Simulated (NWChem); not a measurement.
# SnO (tin(ii) oxide): levels of theory compared

Wanted: a comparison of 6 runs (HF/STO-3G, HF/3-21G, SVWN5/def2-TZVPPD, r2SCAN/def2-TZVPPD, MP2/def2-SVP, CCSD(T)/def2-TZVPPD) of SnO (tin(ii) oxide). 

The results are computed with NWChem 7.3.0.

4 further runs of the same task are left out: 1 that didn't finish, 3 set aside as unsound or not needed.

## (1) The system as given

The species is SnO (2 atoms), meant as a singlet with charge 0. As SMILES, `[O]=[Sn]`. Geometry: relaxed at PBE0-D4/def2-TZVP.

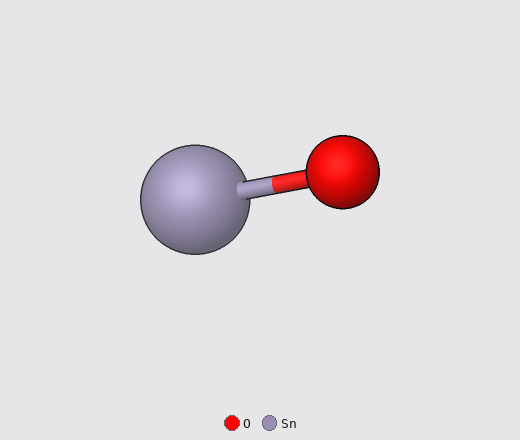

Viewed from a chosen angle; oxygen red, tin purple.

## (2) Energy and gradient at HF/STO-3G (run 1)

Contents of m1.xyz:

```xyz
2

O      0.000000     0.000000    -0.007080
Sn     0.000000     0.000000     1.810660
```

Contents of run.py:

```python
from ase.io import read
from ase.calculators.nwchem import NWChem

system = read('m1.xyz')

calc = NWChem(
    label='m1',
    theory='scf',
    memory='2200 mb',
    basis='STO-3G',
    basispar='spherical bse',
    scf={'nopen': '0', 'rhf': None, 'thresh': '1e-08', 'maxiter': '80'},
)
system.calc = calc

forces = system.get_forces()
print(f"energy = {system.get_potential_energy():.6f} eV")
print("forces (eV/A):")
for s, f in zip(system.symbols, forces):
    print(f"{s:2s} {f[0]:10.5f} {f[1]:10.5f} {f[2]:10.5f}")
print("dipole (e A):", system.get_dipole_moment().round(4))
```

The run is started by

```console
$ export ASE_NWCHEM_COMMAND="nwchem PREFIX.nwi > PREFIX.nwo"
$ python run.py
```

The program printed:

```text
energy = -164276.400043 eV
forces (eV/A):
O     0.00000   -0.00000    4.54556
Sn   -0.00000    0.00000   -4.54556
dipole (e A): [ 0.     -0.      0.3856]
```

The calculator wrote m1.nwi:

```
title "m1"

permanent_dir m1

scratch_dir m1

start m1

geometry units angstrom nocenter noautosym noautoz
  O  0.0000000000000000e+00 0.0000000000000000e+00 -7.0800000000000004e-03
  Sn 0.0000000000000000e+00 0.0000000000000000e+00 1.8106599999999999e+00
end

memory 2200 mb

basis spherical bse noprint
   * library STO-3G
end

scf
  nopen 0
  rhf
  thresh 1e-08
  maxiter 80
end

task scf gradient
```

m1.nwo:

```text
Northwest Computational Chemistry Package (NWChem) 7.3.0
             --------------------------------------------------------

           Job information
           ---------------

    nwchem branch   = 7.3.0
    use scalapack   = T
    input           = m1.nwi
    prefix          = m1.
    data base       = m1/m1.db
    status          = startup
    nproc           =        1

           Memory information
           ------------------

    heap     =     72089600 doubles =      550.0 Mbytes
    stack    =     72089597 doubles =      550.0 Mbytes
    global   =    144179200 doubles =     1100.0 Mbytes (distinct from heap & stack)
    total    =    288358397 doubles =     2200.0 Mbytes
    verify   = yes
    hardfail = no

[... 101 lines left out ...]
 Convergence threshold     :          1.000E-08
[... 13 lines left out ...]
       Final RHF  results
[... 3 lines left out ...]
      One-electron energy =  -8586.150705566570
[... 1 line left out ...]
 Nuclear repulsion energy =    116.447291471761
[... 40 lines left out ...]
                       ROHF Final Molecular Orbital Analysis
[... 121 lines left out ...]
                              NWChem Gradients Module
                              -----------------------

                                        m1

  wavefunction    =   RHF

                         RHF ENERGY GRADIENTS

    atom               coordinates                        gradient
                 x          y          z           x          y          z
   1 O       0.000000   0.000000  -0.013379   -0.000000   0.000000  -0.088397
   2 Sn      0.000000   0.000000   3.421651    0.000000  -0.000000   0.088397

                 ----------------------------------------
                 |  Time  |  1-e(secs)   |  2-e(secs)   |
                 ----------------------------------------
                 |  CPU   |       0.00   |       0.43   |
                 ----------------------------------------
                 |  WALL  |       0.00   |       0.43   |
                 ----------------------------------------

 Task  times  cpu:        2.5s     wall:        2.5s
 Total times  cpu:        2.5s     wall:        2.5s
```

It took 3.9 s on 1 thread of AMD EPYC 9R45 (Zen 5), shared host; peak memory 0.1 GiB.

## (3) Energy and forces at HF/3-21G (run 2)

Contents of run.py:

```python
from ase import Atoms
from ase.calculators.nwchem import NWChem

system = Atoms(['O', 'Sn'], positions=[
    [-0.000000, 0.000000, -0.007080],
    [0.000000, -0.000000, 1.810660],
])

calc = NWChem(
    label='osn',
    theory='scf',
    memory='2200 mb',
    basis='3-21G',
    basispar='spherical bse',
    scf={'nopen': '0', 'rhf': None, 'thresh': '1e-08', 'maxiter': '80'},
)
system.calc = calc

forces = system.get_forces()
print("Total energy (eV):", round(system.get_potential_energy(), 6))
print("forces (eV/A):")
for s, f in zip(system.symbols, forces):
    print(f"{s:2s} {f[0]:10.5f} {f[1]:10.5f} {f[2]:10.5f}")
print("dipole (e A):", system.get_dipole_moment().round(4))
```

The run is started by

```console
$ export ASE_NWCHEM_COMMAND="nwchem PREFIX.nwi > PREFIX.nwo"
$ python run.py
```

The program printed:

```text
Total energy (eV): -165191.868059
forces (eV/A):
O    -0.00000    0.00000    0.22713
Sn    0.00000   -0.00000   -0.22713
dipole (e A): [-0.      0.      0.7859]
```

The calculator wrote osn.nwi:

```
title "osn"

permanent_dir osn

scratch_dir osn

start osn

geometry units angstrom nocenter noautosym noautoz
  O  -0.0000000000000000e+00 0.0000000000000000e+00 -7.0800000000000004e-03
  Sn 0.0000000000000000e+00 -0.0000000000000000e+00 1.8106599999999999e+00
end

memory 2200 mb

basis spherical bse noprint
   * library 3-21G
end

scf
  nopen 0
  rhf
  thresh 1e-08
  maxiter 80
end

task scf gradient
```

osn.nwo:

```text
Northwest Computational Chemistry Package (NWChem) 7.3.0
             --------------------------------------------------------

           Job information
           ---------------

    nwchem branch   = 7.3.0
    use scalapack   = T
    input           = osn.nwi
    prefix          = osn.
    data base       = osn/osn.db
    status          = startup
    nproc           =        1

           Memory information
           ------------------

    heap     =     72089600 doubles =      550.0 Mbytes
    stack    =     72089597 doubles =      550.0 Mbytes
    global   =    144179200 doubles =     1100.0 Mbytes (distinct from heap & stack)
    total    =    288358397 doubles =     2200.0 Mbytes
    verify   = yes
    hardfail = no

[... 101 lines left out ...]
 Convergence threshold     :          1.000E-08
[... 14 lines left out ...]
       Final RHF  results
[... 3 lines left out ...]
      One-electron energy =  -8609.545159231062
[... 1 line left out ...]
 Nuclear repulsion energy =    116.447291471761
[... 47 lines left out ...]
                       ROHF Final Molecular Orbital Analysis
[... 179 lines left out ...]
                              NWChem Gradients Module
                              -----------------------

                                        osn

  wavefunction    =   RHF

                         RHF ENERGY GRADIENTS

    atom               coordinates                        gradient
                 x          y          z           x          y          z
   1 O       0.000000   0.000000  -0.013379    0.000000  -0.000000  -0.004417
   2 Sn      0.000000   0.000000   3.421651   -0.000000   0.000000   0.004417

                 ----------------------------------------
                 |  Time  |  1-e(secs)   |  2-e(secs)   |
                 ----------------------------------------
                 |  CPU   |       0.00   |       0.43   |
                 ----------------------------------------
                 |  WALL  |       0.00   |       0.43   |
                 ----------------------------------------

 Task  times  cpu:        2.8s     wall:        2.8s
 Total times  cpu:        2.8s     wall:        2.8s
```

Run time: 3.9 s. Hardware: 1 thread of AMD EPYC 9R45 (Zen 5), shared host; peak memory 0.099 GiB.

## (4) Energy and forces at SVWN5/def2-TZVPPD (core potential) (run 3)

Contents of osn.xyz:

```xyz
2

O      0.000000     0.000000    -0.007080
Sn     0.000000     0.000000     1.810660
```

Contents of run.py:

```python
from ase.io import read
from ase.calculators.nwchem import NWChem

atoms = read('osn.xyz')

calc = NWChem(
    label='osn',
    theory='dft',
    memory='2200 mb',
    basis='def2-TZVPPD',
    basispar='spherical bse',
    dft={'xc': 'slater vwn_5', 'mult': '1', 'grid': 'fine', 'convergence': 'energy 1e-08', 'iterations': '100', 'mulliken': None, 'print': 'low'},
    **{'ecp bse': {'Sn library': 'def2-TZVPPD'}},
)
atoms.calc = calc

forces = atoms.get_forces()
e = atoms.get_potential_energy()
print(f"E = {e:.6f} eV")
print("forces (eV/A):")
for s, f in zip(atoms.symbols, forces):
    print(f"{s:2s} {f[0]:10.5f} {f[1]:10.5f} {f[2]:10.5f}")
```

The run is started by

```console
$ export ASE_NWCHEM_COMMAND="nwchem PREFIX.nwi > PREFIX.nwo"
$ python run.py
```

The program printed:

```text
E = -7856.033297 eV
forces (eV/A):
O     0.00000    0.00000   -0.30730
Sn   -0.00000   -0.00000    0.30730
```

The calculator wrote osn.nwi:

```
title "osn"

permanent_dir osn

scratch_dir osn

start osn

geometry units angstrom nocenter noautosym noautoz
  O  0.0000000000000000e+00 0.0000000000000000e+00 -7.0800000000000004e-03
  Sn 0.0000000000000000e+00 0.0000000000000000e+00 1.8106599999999999e+00
end

memory 2200 mb

basis spherical bse noprint
   * library def2-TZVPPD
end

dft
  xc slater vwn_5
  mult 1
  grid fine
  convergence energy 1e-08
  iterations 100
  mulliken
  print low
end
ecp bse
  Sn library def2-TZVPPD
end

task dft gradient
```

osn.nwo:

```text
Northwest Computational Chemistry Package (NWChem) 7.3.0
             --------------------------------------------------------

           Job information
           ---------------

    nwchem branch   = 7.3.0
    use scalapack   = T
    input           = osn.nwi
    prefix          = osn.
    data base       = osn/osn.db
    status          = startup
    nproc           =        1

           Memory information
           ------------------

    heap     =     72089600 doubles =      550.0 Mbytes
    stack    =     72089597 doubles =      550.0 Mbytes
    global   =    144179200 doubles =     1100.0 Mbytes (distinct from heap & stack)
    total    =    288358397 doubles =     2200.0 Mbytes
    verify   = yes
    hardfail = no

[... 33 lines left out ...]
            Nuclear Dipole moment (a.u.)
[... 48 lines left out ...]
   convergence    iter        energy       DeltaE   RMS-Dens  Diis-err    time
[... 15 lines left out ...]
         Total DFT energy =     -288.703900991321
      One electron energy =     -582.255646691537
           Coulomb energy =      267.990437463106
    Exchange-Corr. energy =      -25.675500010464
 Nuclear repulsion energy =       51.236808247575
[... 14 lines left out ...]
     -------------------------------------------
      Total Density - Lowdin Population Analysis
     -------------------------------------------

    Atom       Charge   Shell Charges
 -----------   ------   -------------------------------------------------------
    1 O    8     8.85   0.87  1.09  0.59  0.68  0.36  0.16  1.68  1.80  1.11  0.32  0.00  0.03  0.15  0.00
    2 Sn  22    21.15   0.00  0.02  0.90  1.05  0.70  0.53  0.19  0.08  5.43  0.98  0.71  0.21  8.24  1.70  0.24  0.04  0.00  0.12

                         DFT ENERGY GRADIENTS

    atom               coordinates                        gradient
                 x          y          z           x          y          z
   1 O       0.000000   0.000000  -0.013379   -0.000000  -0.000000   0.005976
   2 Sn      0.000000   0.000000   3.421651    0.000000   0.000000  -0.005976

 Task  times  cpu:       17.3s     wall:       17.3s
 Total times  cpu:       17.4s     wall:       17.4s
```

Run time: 19 s. Hardware: 1 thread of AMD EPYC 9R45 (Zen 5), shared host; peak memory 0.12 GiB.

Runs 4 to 5 aren't shown in full; the table further down has their settings and results.

## (5) A single-point energy at CCSD(T)/def2-TZVPPD (core potential) (run 6)

Contents of osn.nw:

```
START osn
TITLE "OSn energy"
memory 2200 mb

GEOMETRY noautosym nocenter noautoz
   O        0.000000       0.000000      -0.007080
   Sn       0.000000       0.000000       1.810660
END

BASIS "ao basis" spherical bse
   * library def2-TZVPPD
END

ECP bse
   Sn library def2-TZVPPD
END

SCF
   singlet
   rhf
   thresh 1e-08
   maxiter 80
   print medium
END

CCSD
   freeze core 5
   maxiter 60
END

TASK ccsd(t) energy
```

The run is started by

```console
$ nwchem osn.nw > osn.out
```

The program printed:

```text
[...]
  functions       =    96
[...]
  wavefunction    = RHF
[...]
         Total SCF energy =   -288.220202454797
      One-electron energy =   -582.517722617479
      Two-electron energy =    243.060711915106
 Nuclear repulsion energy =     51.236808247575
        Time for solution =     28.4s
[...]
 Total MP2 energy:           -288.791344311707462
[...]
             energy      energy      error      ampl     ampl      Block
                                                time     time      time
[...]
 Total CCSD energy:           -288.763344114162066
[...]
 Total CCSD+T(CCSD) energy:           -288.797862553797756
[...]
 Total CCSD(T) energy:                -288.791015667121428
[...]
```

Wall time 2.8 min (1 thread of AMD EPYC 9R45 (Zen 5), shared host); peak memory 0.28 GiB.

## (6) Overview of the runs

```tsv
run	level	iteration cap	module	energy (Eh)	dipole moment (D)	HOMO energy (eV)	LUMO energy (eV)	wall time
1	HF/STO-3G	80	scf	-6037.046400	1.85	-5.95	5.84	3.9 s
2	HF/3-21G	80	scf	-6070.689230	3.77	-9.83	0.90	3.9 s
3	SVWN5/def2-TZVPPD (core potential)	100	dft	-288.703901	–	–	–	19 s
4	r2SCAN/def2-TZVPPD (core potential)	100	dft	-289.598523	4.05	-6.75	-2.90	24 s
5	MP2/def2-SVP (core potential)	80	mp2	-288.411613	2.79	-10.34	0.62	7.8 s
6	CCSD(T)/def2-TZVPPD (core potential)	80	ccsd(t)	-288.791016	–	-10.46	0.14	2.8 min
```

## (7) Results

| quantity | value |
| --- | --- |
| run 6: total energy | -288.79102 Eh |
| run 6: HOMO energy (Hartree–Fock orbitals) | -10.46 eV |
| run 6: LUMO energy (Hartree–Fock orbitals) | 0.14 eV |
| run 6: HOMO–LUMO gap (Hartree–Fock orbitals) | 10.59 eV |
| run 6: correlation energy (5 core orbitals frozen) | -570.8 mEh |
| run 6: (T) correction | -27.67 mEh |

What this shows: Over runs 1, 2, 4, 5 the dipole moment (its size) runs from 1.85 D (HF/STO-3G) to 4.05 D (r2SCAN/def2-TZVPPD). The two ends differ in method and basis and core potential. Over runs 1, 2, 4 the HOMO–LUMO gap runs from 3.86 eV (r2SCAN/def2-TZVPPD) to 11.79 eV (HF/STO-3G). Totals of different functionals can't be ranked against each other. Some runs of one species differ in core potentials or relativity; totals across that change don't compare. In run 1 the basis is minimal, so the values are rough. In runs 1, 2 relativity is left out where basis or elements ask for it. All runs together took 3.8 min, the longest 2.8 min.
